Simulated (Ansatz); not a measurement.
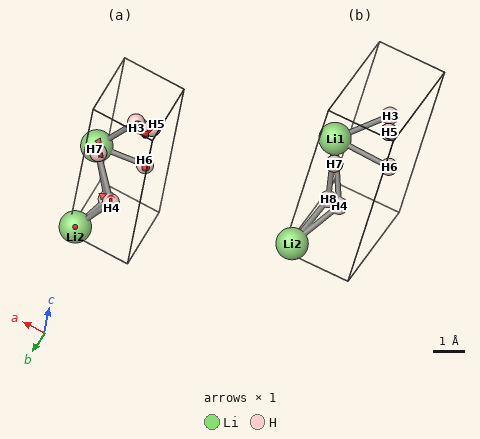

The structure of solid LiH3 (built on the TiAl3 (D0_22)_139 type) (coarse preliminary run) before (left) and after (right) a relaxation, at one scale. The red arrows give the displacements (the part carried along by the change of the cell is left out), at their true length.

A ball-and-stick model of the cell of the calculation, reduced to other axes, seen from a free direction. Lengths and directions refer to the drawn axes.

Computed with DFT PBE, scalar-relativistic, plane waves, PAW (Ansatz).

The input:
```yaml
crystal:
  lattice:
    - [-1.4870158206, 1.5843633424, -2.1054039227]
    - [1.5594445362, 1.5730125371, -2.1646525987]
    - [0.0951303263, -3.0874677813, -4.2206176823]
  atoms:
    - { symbol: Li, position: [0.5438185195, 0.4724669425, 0.5096125658] }
    - { symbol: Li, position: [1.0146722787, 0.0582371105, 0.0400142743] }
    - { symbol: H, position: [0.7159337724, 0.7403408307, 0.700555979] }
    - { symbol: H, position: [0.1475200984, 0.3091211235, 0.2318609072] }
    - { symbol: H, position: [0.3278450806, 0.4747615199, 0.854614306] }
    - { symbol: H, position: [0.858332249, 0.8347789632, 0.3752093485] }
    - { symbol: H, position: [0.1646950344, 0.0373698463, 0.6803832472] }
    - { symbol: H, position: [0.7271829671, 0.5729236634, 0.107749372] }
basis:
  ecutwfc: 420
kpoints:
  mp_grid: { grid: [12, 12, 12] }
hamiltonian:
  xc: pbe
scf:
  occupations: { method: gaussian, width: 0.1 }
output:
  forces: true
  stress: true
  eigenvalues: true
relax:
  adjacent_minimum: "off"
  f_tol: 0.015
  max_steps: 120
  cell: { stress_tol: 0.15 }
```

Command:
```bash
ansatz run input.yaml --threads 1 --pin off --max-ram 2560MiB --backend cpu --events-out ev --progress --plain --runs-dir out
```

### Summarise the run.

The run was cut off at its time limit before the relaxation converged, so the last structure is only a point on the way. Over 11 geometry steps the energy falls by 567 meV per atom. Largest force component: 1.7 eV/Å at the start, 0.14 eV/Å at the end. Pressure: 5.67 GPa at the start and −0.55 GPa at the end. The largest move relative to the cell is that of H3, 1.16 Å along [0 −2 −1]. By element the largest moves are H 1.16 Å, Li 0.33 Å. The drawn cell changes as follows: a 3.026 → 3.343 Å (+10.5 %), b 3.047 → 4.018 Å (+31.9 %), c 5.230 → 5.933 Å (+13.4 %), α 92.1° → 98.7°, β 104.1° → 108.9°, γ 118.7° → 113.3°; the volume changes by +62.5 %. Near-neighbour distances that change, for instance: Li2–H5 1.971 → 3.253 Å, Li1–H6 1.959 → 3.182 Å, H3–H7 1.457 → 0.771 Å, Li2–H8 2.005 → 2.675 Å. Bonds break: Li1–H6 (1.96 → 3.18 Å), Li2–H5 (1.97 → 3.25 Å). Bond angles that change, for instance: H3–Li1–H5 57.3° → 92.7°, H5–Li1–H6 98.7° → 130.3°, H3–Li1–H6 122.2° → 90.5°. The space group stays P1 (No. 1). Cost: 4.9 min on 1 thread of Intel(R) Xeon(R) 6975P-C (Granite Rapids), with other jobs on the host, peak memory 0.92 GiB.
